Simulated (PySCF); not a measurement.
# BH7OSi2 (SMILES B[SiH2]O[SiH3]): what the fields show

```xyz
11

B     2.2246   -0.1197    0.0344
Si    0.5627   -0.9508    0.6389
O    -0.7586   -0.1635    0.0841
Si   -1.8379    0.8620   -0.5314
H     2.2496    0.8378   -0.6380
H     3.2593   -0.5724    0.3416
H     0.3319   -2.3334    0.1772
H     0.3568   -0.9653    2.1004
H    -2.6113    0.1017   -1.5111
H    -1.1142    1.9678   -1.1635
H    -2.6576    1.3385    0.5812
```

Geometry: GFN2-xTB.

Computed with PBE0/pcSseg-1, SCF density, gas phase, non-relativistic (PySCF 2.14.0).

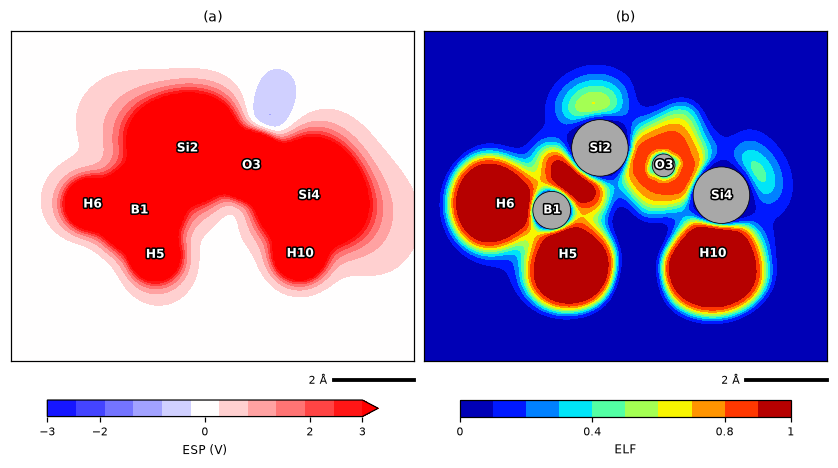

Figure 1. (a) molecular electrostatic potential; (b) electron localisation function on the plane of atoms O3, Si4 and H10. Grey discs cover the atomic cores in the ELF map.

Q: Read the bonding off the picture.

A:
- The plane passes through B, Si, O and H nuclei.
- Si–O (1.61 Å): the ELF peaks at about 0.85 between the atoms, as expected for a polar covalent bond.
- Si–B (1.95 Å): the ELF peaks at about 1 between the atoms; a covalent bond.
- B–H (1.17 Å): the ELF climbs to about 1 towards the hydrogen, as it does in any bond to H (a covalent bond by its length).
- Si–H (1.46 Å): the ELF climbs to about 1 towards the hydrogen.
- The ELF also peaks beside O3, away from the bonds: lone-pair regions.
- Outside the dense part of the molecule the potential is most negative (−0.8 V) near O3.

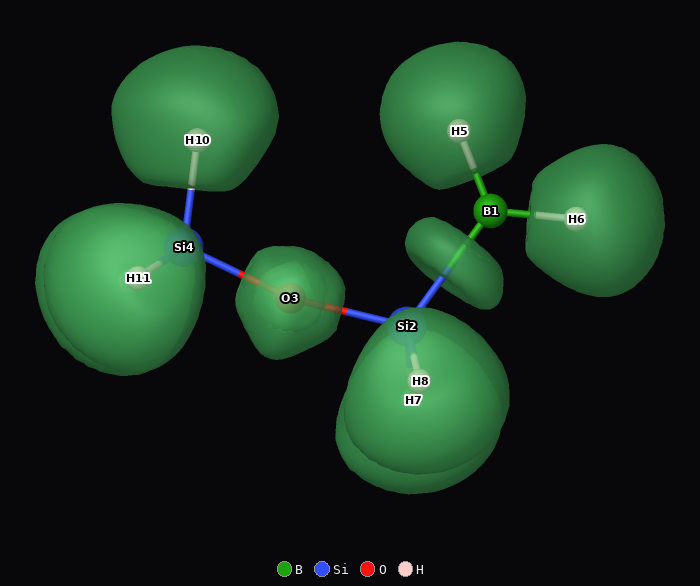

Figure 2. Isosurface of the electron localisation function at 0.8 (green), seen across its widest extent. Only the valence region is drawn (cores and ρ < 0.01 e/Å³ removed).

Q: Describe the localisation domains.

A: The surface consists of one region between bonded B–Si atoms (shared pairs), seven regions around hydrogen nuclei and one region wrapped around O (its lone pairs, merged into a ring or cap).

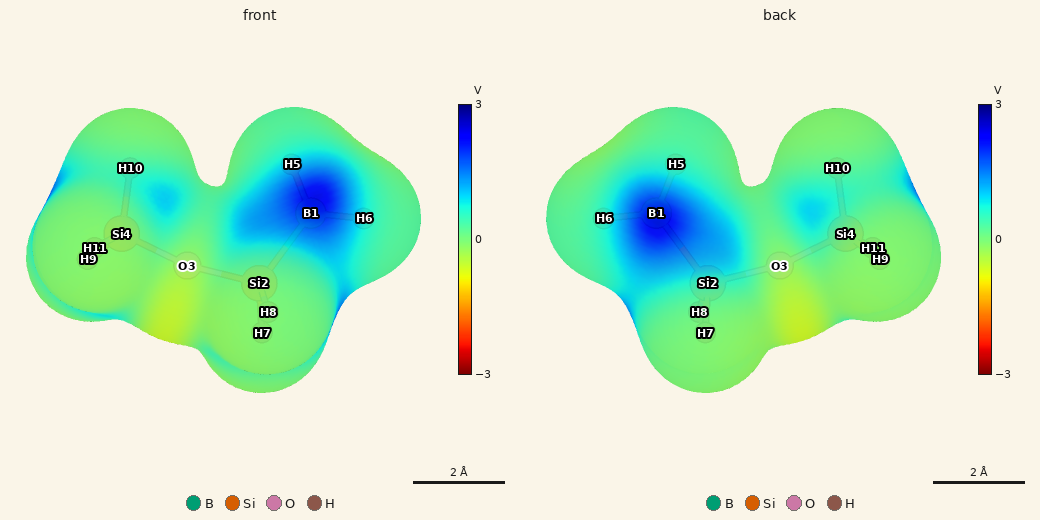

Figure 3. The electrostatic potential painted on the density surface at 0.002 e/bohr³, seen from the front and from behind; red is negative and blue positive.

Q: Which sites attract a positive test charge, and which a negative one?

A: A positive charge is drawn to the negative regions and a negative charge to the positive ones. The most negative region (about −0.6 V) lies over O3, the most positive (about +2.3 V) over B1.

Q: How polar is the molecule by this calculation?

A: Its dipole moment is 0.85 D.
